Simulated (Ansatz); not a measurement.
# ClFGaH₄Si₂ (charge +1): what the fields show

```xyz
9

Cl   -3.3915   -1.7880    1.4244
F    -1.5332   -0.3171   -1.0578
Ga   -1.3989   -1.5556    0.8007
Si    0.9781   -1.3692    0.1937
Si    0.0672   -0.1105   -1.5910
H     1.4758   -2.7364   -0.0707
H     1.6621   -0.6612    1.2972
H     0.3566    1.3343   -1.5454
H     0.1685   -0.7471   -2.9167
```

Geometry: B3LYP/6-31G*.

These are results of isolated molecule in a Gaussian basis; Kohn-Sham density functional theory, functional PBE0 (Ansatz 0.2.0), not measurements.

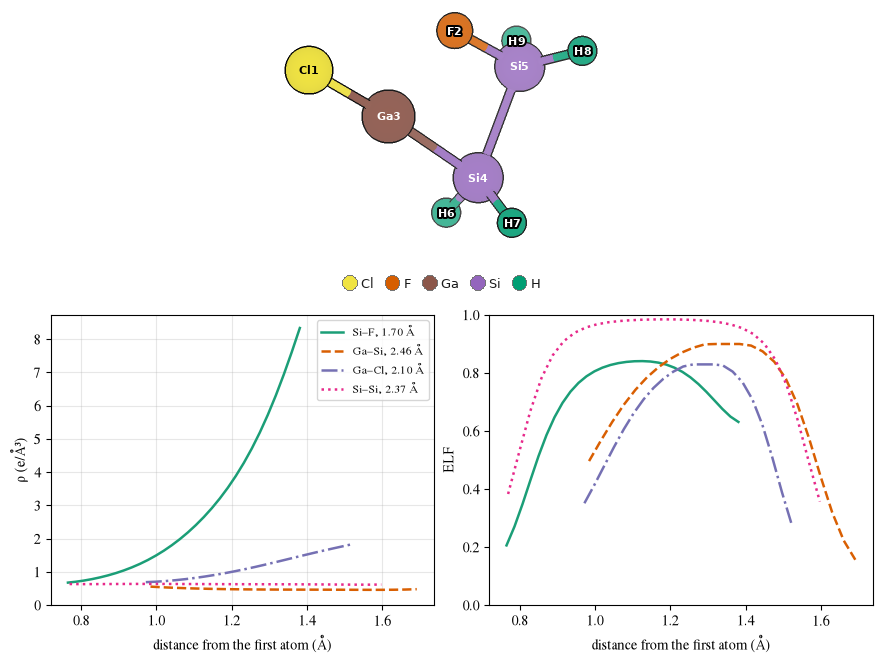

Figure 1. Total electron density and ELF along straight lines between neighbouring atoms. The curves leave out the atomic cores. The structure is drawn too.

### Compare the contacts.

Si–F (1.70 Å): ρ is about 0.83 e/Å³ halfway; the ELF peaks at about 0.85 in the valence shell of F, 0.6 Å from its nucleus, and is about 0.50 at the midpoint.
Ga–Si (2.46 Å): ρ at the midpoint is about 0.47 e/Å³; the ELF peaks at about 0.90 between the atoms: a shared electron pair.
Ga–Cl (2.10 Å): ρ at the midpoint is about 0.75 e/Å³; the ELF peaks at about 0.85 in the valence shell of Cl, 0.8 Å from its nucleus, and is about 0.55 at the midpoint.
Si–Si (2.37 Å): ρ at the midpoint is about 0.63 e/Å³; the ELF peaks at about 1 between the atoms: a shared electron pair.

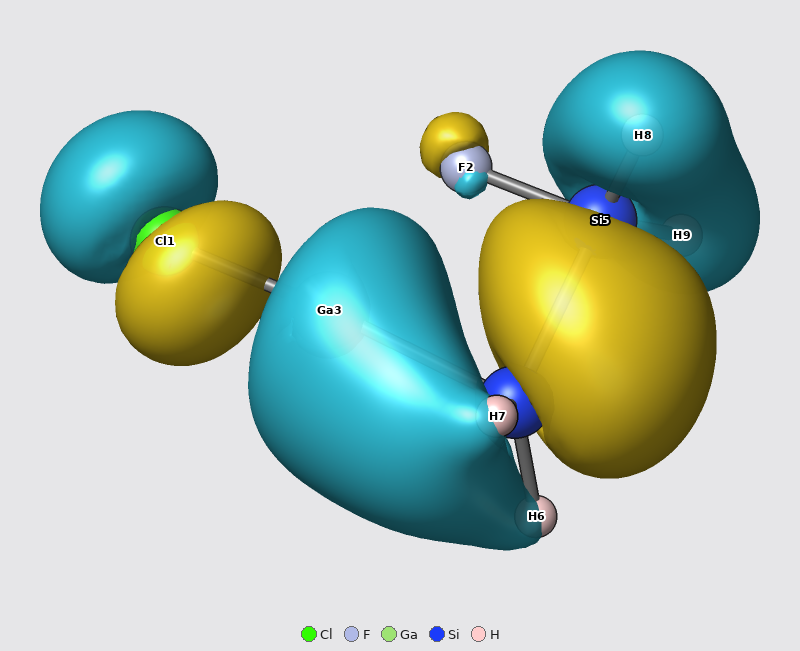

Figure 2. The HOMO at ±0.06 Å⁻³ᐟ² (yellow and cyan are the two phases), seen at a tilt.

### Describe this orbital and give its energy.

It lies mainly on Si4 (about 35 %), Si5 (about 25 %), Ga3 (about 20 %) and Cl1 (about 15 %). Its energy is −13.31 eV.
